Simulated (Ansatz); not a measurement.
# Fields on a plane of SnS (GeS type, space group Pnma)

```
SnS
1.0
   10.91161     0.00000     0.00000
    0.00000     3.95337     0.00000
    0.00000     0.00000     4.11206
Sn S
4 4
Cartesian
  6.73492   2.96503   2.43773
  9.63250   0.98834   0.38170
  4.17670   0.98834   1.67433
  1.27911   2.96503   3.73036
  3.87505   2.96503   4.01410
  1.58075   0.98834   1.95807
  7.03656   0.98834   0.09796
  9.33086   2.96503   2.15399
```

The slice is a (1 0 -1) plane (indices of the conventional cell) through the point (0.355, 0.750, 0.976) (fractional), spanned by u = [010] and v = [101] in vectors of this cell: u (3.95 Å) and v (11.66 Å, at 90° to u). It covers one period; positions are fractions (u, v).

Atoms on it: S at (0.00, 0.00); S at (0.00, 0.51), 0.2 Å off the plane. Other atoms lie within 1 Å of the plane.

These are PBEsol-D3(BJ) (plane waves to 420 eV, PAW, scalar-relativistic; Ansatz, a program for electronic structure) values and carry that method's errors. k mesh 3×8×8. Near the nuclei the fields are pseudised (PAW); where an atom keeps semicore shells as valence, they peak there. SnS was relaxed with its symmetry unable to fall.

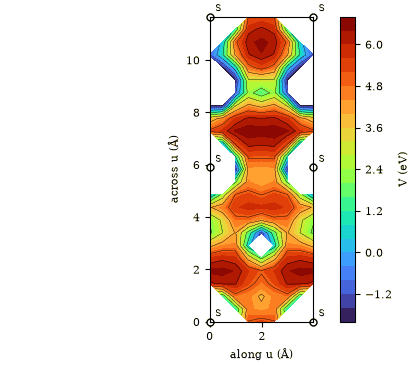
Figure: Electrostatic potential energy of an electron, from the cell's mean, in eV, one period of the plane, atoms marked. Points within 1 Å of a nucleus are left white, as the pseudised field means little there. Values under -2 eV are set to -2. The zero, the cell's mean, hangs on the PAW cores.

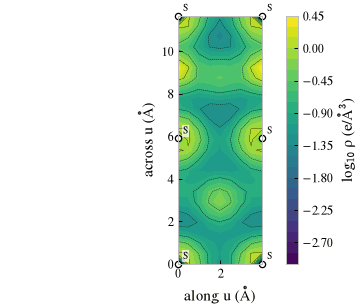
*Log₁₀ of the valence density in e/Å³, one period of the plane, atoms marked. The scale is logarithmic, as a density can span decades between atoms and voids; values under 0.001 e/Å³ are set to 0.001.*
